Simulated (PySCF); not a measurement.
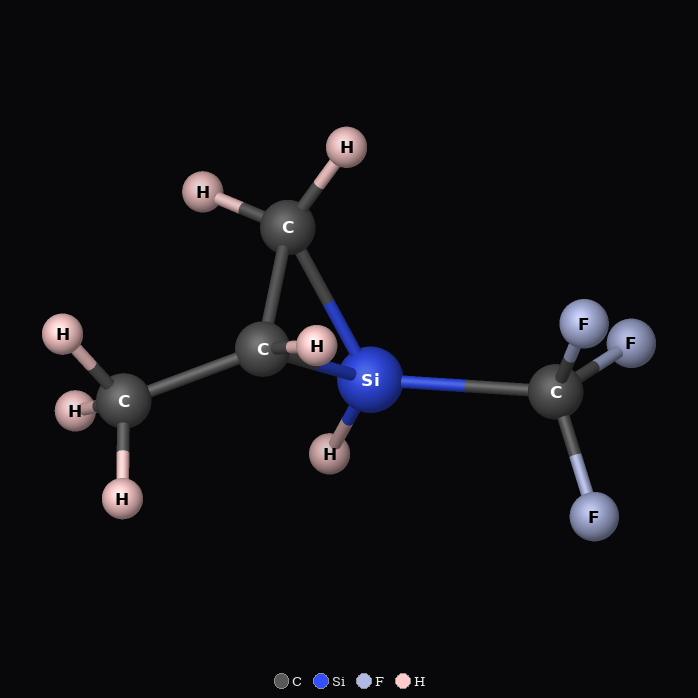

Ball-and-stick drawing of a structure. Every bond is drawn as one stick, whatever its order.

The computed structure is the end point of a PBE0-D3(BJ)/def2-SVP optimisation. No frequency run is at hand to confirm it as a minimum.

Description:

The molecule is C₄H₇F₃Si. As SMILES it reads `C[C@@H]1C[Si@H]1C(F)(F)F`. Independent rings (smallest set): 1 of 3 members. Among its groups: C–F bond, Si–H bond. The point group is C1. Coordination, clear cases only: 2 C tetrahedral.

More results for the same structure follow; atom numbers are the same in all pictures, views and colours differ.

**Excitation**

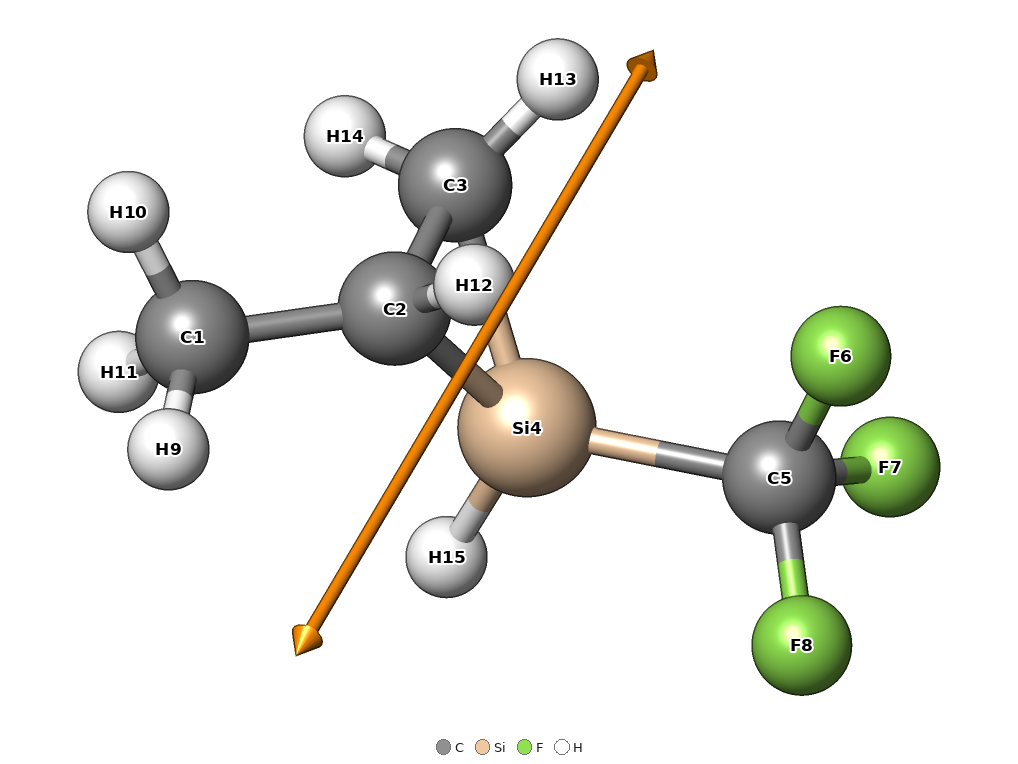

The double arrow shows the direction of the transition dipole to excited singlet state 5 (its length means nothing). No frequency run is at hand to confirm it as a minimum. Level of theory: TDDFT CAM-B3LYP/def2-SVPD, vertical, IEF-PCM benzene (non-equilibrium linear response), core orbitals frozen in the response (PySCF 2.14.0).

Give its energy, strength and character.

7.51 eV (165 nm), oscillator strength 0.031, mainly HOMO−1 → LUMO (weight 0.72); transition dipole 1.04 D.

**Polarisability**

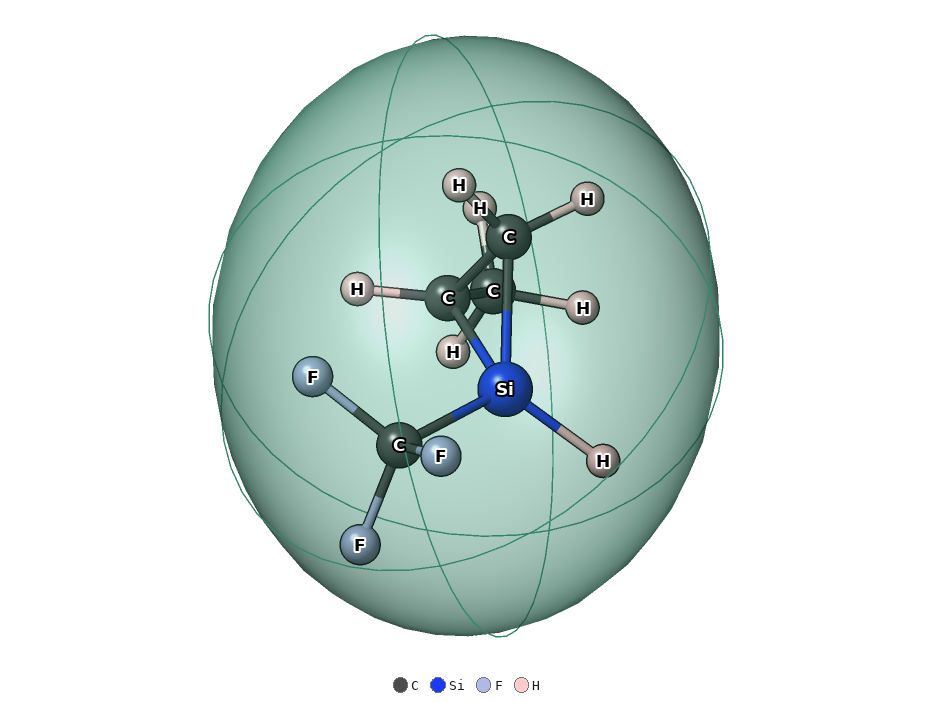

The ellipsoid shows the static dipole polarisability: its half-axes are proportional to the principal values. No frequency run is at hand to confirm it as a minimum. Computed with CAM-B3LYP/def2-SVPD (PySCF 2.14.0).

Give the principal values, the mean and the anisotropy.

Principal values 68.4, 71.4, 92.2 bohr³; mean 77.3 bohr³ (11.46 Å³); anisotropy 22.5 bohr³, so the longest axis is 1.35 times the shortest.

**NMR shielding**

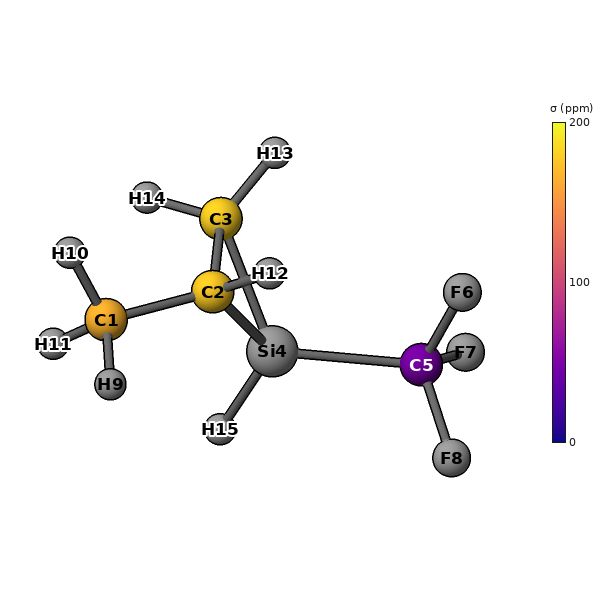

Atoms are coloured by their isotropic NMR shieldings (C only, the others grey). No frequency run is at hand to confirm it as a minimum. Properties computed with GIAO PBE0/pcSseg-1 NMR shielding, non-relativistic, IEF-PCM cyclohexane (PySCF 2.14.0).

Give the isotropic NMR shieldings of the C atoms atom by atom.

```csv
atom,σ (ppm)
C1,167.0
C2,178.5
C3,181.2
C5,49.1
```
